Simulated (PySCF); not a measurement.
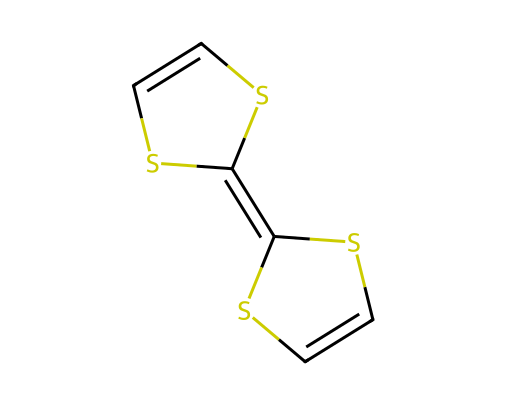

**Give its SMILES.**

C1=CSC(=C2SC=CS2)S1

**Give the formula, hydrogens included.**

C6H4S4.

**An optimisation with PBE0-D3(BJ)/def2-SVP gave a structure of which point group?**

D2h.

The parts below concern this one geometry. Atoms keep their numbers from picture to picture. Computed geometry: PBE0-D3(BJ)/def2-SVP optimisation. No frequency run is at hand to confirm it as a minimum.

**Shape**

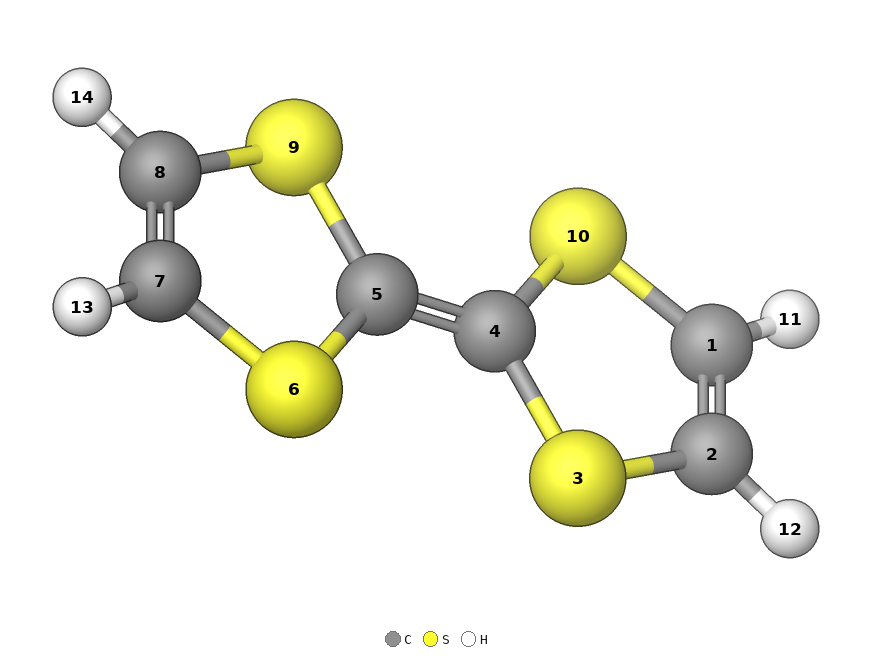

Numbered structure. No frequency run is at hand to confirm it as a minimum.

**How are the neighbours of atom 1 arranged?**

C1 has 3 neighbours (C2 at 1.34, S10 at 1.74, H11 at 1.09 Å); the arrangement is trigonal planar.

**How are the neighbours of atom 3 arranged?**

S3 has 2 neighbours (C2 at 1.74, C4 at 1.77 Å); the arrangement is bent.

**How are the neighbours of atom 4 arranged?**

C4 has 3 neighbours (S3 at 1.77, C5 at 1.35, S10 at 1.77 Å); the arrangement is trigonal planar.

**What is the dihedral angle S10–C1–C2–S3?**

0° in size, that is syn (eclipsed).

**Electronic properties**

No frequency run is at hand to confirm it as a minimum. Properties computed with B3LYP/def2-SVPD in dichloromethane (IEF-PCM) (PySCF 2.14.0). Excitations: vertical, linear response.

**Estimate the lowest vertical singlet excitation.**

2.64 eV.

**Estimate the mean static polarisability.**

216.3 bohr³.

**Give the brightest of the 6 lowest singlets at this level.**

4.08 eV.

**What is the HOMO energy (Kohn–Sham orbital)?**

−4.76 eV.

**NMR shielding**

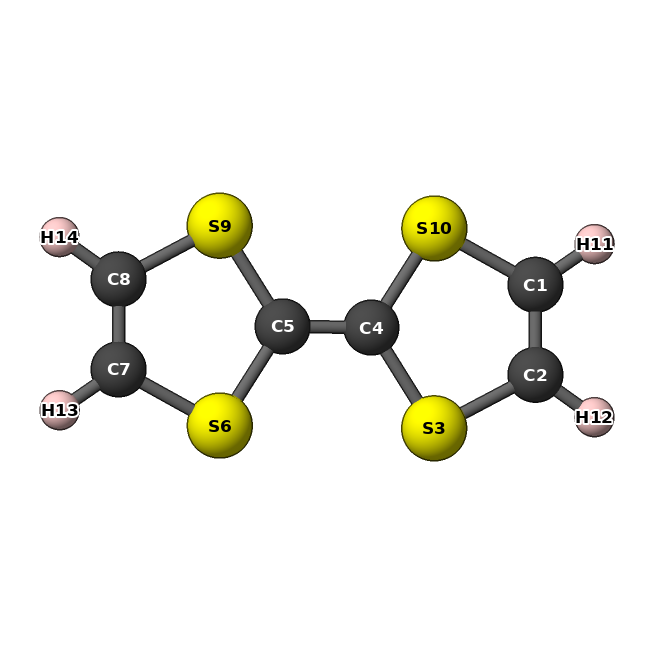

No frequency run is at hand to confirm it as a minimum. Method: GIAO PBE0/pcSseg-1 NMR shielding, non-relativistic, IEF-PCM tetrahydrofuran (PySCF 2.14.0). Principal shieldings σ11 ≤ σ22 ≤ σ33, span Ω = σ33 − σ11, skew κ = 3(σiso − σ22)/Ω.

**Which C atom has the most anisotropic shielding?**

C1, C2, C7, C8, with a span of 145 ppm.

Give the shielding tensors of the C atoms.

```
       atom    σ11   σ22    σ33  σiso      Ω      κ
C1, C2, C7…  −28.3  83.9  116.7  57.4  145.1  −0.55
     C4, C5   −2.6  95.7  114.3  69.1  116.9  −0.68
```

Shieldings and span in ppm.

**Ring current**

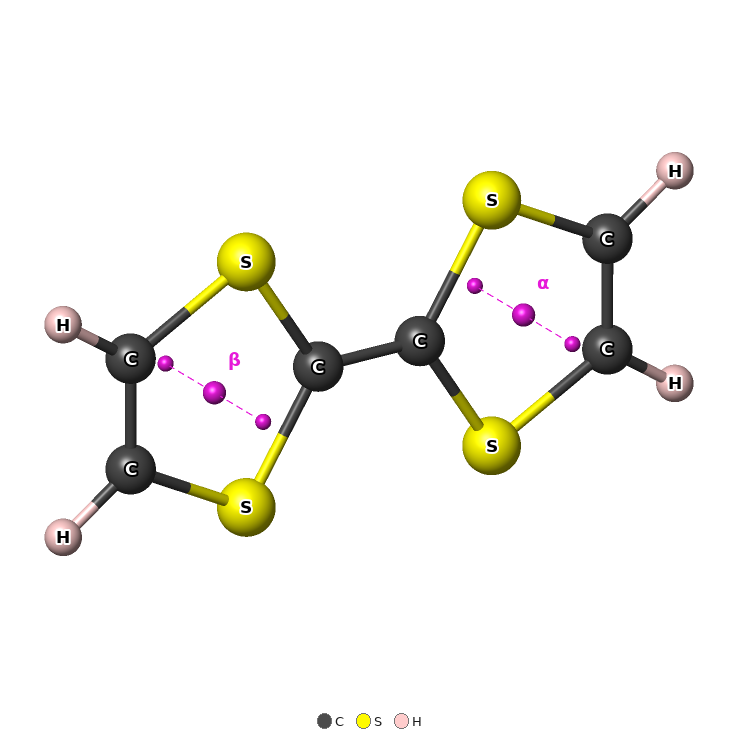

The small points mark where nucleus-independent chemical shifts (NICS) were computed: at the centre of each lettered ring and 1 Å above and below it. No frequency run is at hand to confirm it as a minimum. Properties computed with GIAO PBE0/pcSseg-1 NMR shielding, non-relativistic, IEF-PCM tetrahydrofuran (PySCF 2.14.0).

Give NICS(0), NICS(1) and the out-of-plane component NICS(1)zz for each ring (means of the two sides).

```csv
ring,members,NICS(0),NICS(1),NICS(1)zz
α,C3S2,−7.3,−4.0,−2.0
β,C3S2,−7.3,−4.0,−2.0
```

Values in ppm.

**What do the values say about the ring currents?**

Ring α: weak, as in a non-aromatic ring. Ring β: weak, as in a non-aromatic ring. NICS is one index among several.

**Charges**

The questions are on IAO charges. No frequency run is at hand to confirm it as a minimum. Properties computed with PBE0/pcSseg-1 in dichloromethane (IEF-PCM) (PySCF 2.14.0).

List the IAO charges.

```json
{"atom": "C1", "value (e)": "−0.30"}
{"atom": "C2", "value (e)": "−0.30"}
{"atom": "S3", "value (e)": "0.25"}
{"atom": "C4", "value (e)": "−0.30"}
{"atom": "C5", "value (e)": "−0.30"}
{"atom": "S6", "value (e)": "0.25"}
{"atom": "C7", "value (e)": "−0.30"}
{"atom": "C8", "value (e)": "−0.30"}
{"atom": "S9", "value (e)": "0.25"}
{"atom": "S10", "value (e)": "0.25"}
{"atom": "H11", "value (e)": "0.20"}
{"atom": "H12", "value (e)": "0.20"}
{"atom": "H13", "value (e)": "0.20"}
{"atom": "H14", "value (e)": "0.20"}
```
